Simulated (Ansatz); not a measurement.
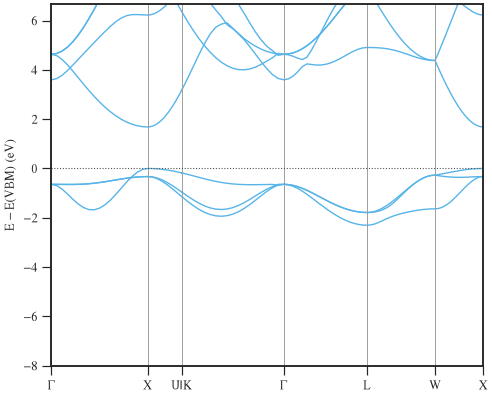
Fig. 1. Band structure from the program Ansatz at the LDA level (PAW)

Read off the gap and where the band edges lie.

About 1.7 eV (1.68 eV by a search for the band edges); maximum at X, minimum at X.

The material is BaO (rock salt, Fm-3m).

The cell was relaxed with LDA under the symmetry of its start; phonons on a q-mesh show no instability. Scalar-relativistic: spin–orbit coupling is off unless named, which matters more the heavier the elements.

Potentials: the later of the program's two PAW sets.
